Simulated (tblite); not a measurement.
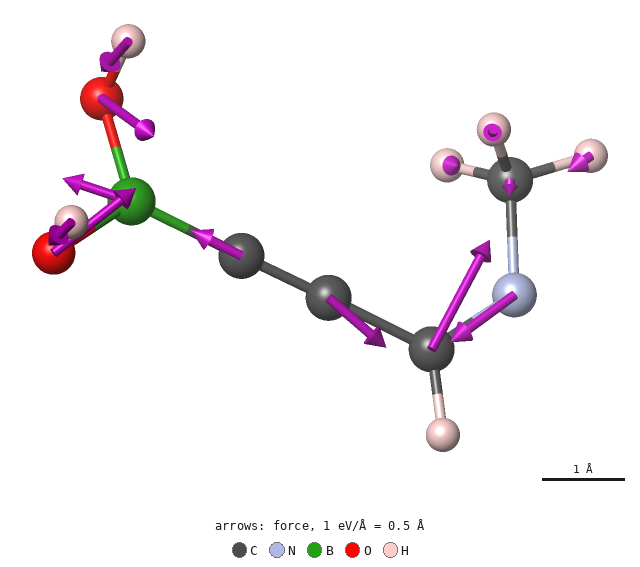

Starting geometry of C₄H₆BNO₂ with the computed forces as purple arrows. The picture is a ball-and-stick view, seen at a tilt.

Level of theory: GFN2-xTB geometry optimisation, gas phase (tblite). 

**What follows when this structure is relaxed?**

It isn't relaxed: the largest force vector, on a C atom, is 3.20 eV/Å. The final displacements follow the starting forces only in part (cosine between the two patterns 0.35). The atom that moves furthest after the best rigid fit is an H atom (0.82 Å). By element the largest moves are H 0.82 Å, O 0.47 Å, B 0.33 Å, C 0.21 Å, N 0.15 Å. Some distances before and after: B–O 1.469 → 1.356 Å, C–N 1.313 → 1.265 Å, H–O 0.991 → 0.957 Å, C–C 1.438 → 1.419 Å. Among the angles between lasting bonds that change: B–O–H 104.0° → 117.2°, O–B–O 119.4° → 124.7°, N–C–C 122.0° → 126.1°. Groups turn about B–O by about 90°, B–O by about 90°. After 73 geometry steps the energy has fallen by 34.6 kcal/mol. The run took 0.3 s on 1 thread of Arm Neoverse V2, with other jobs on the host.
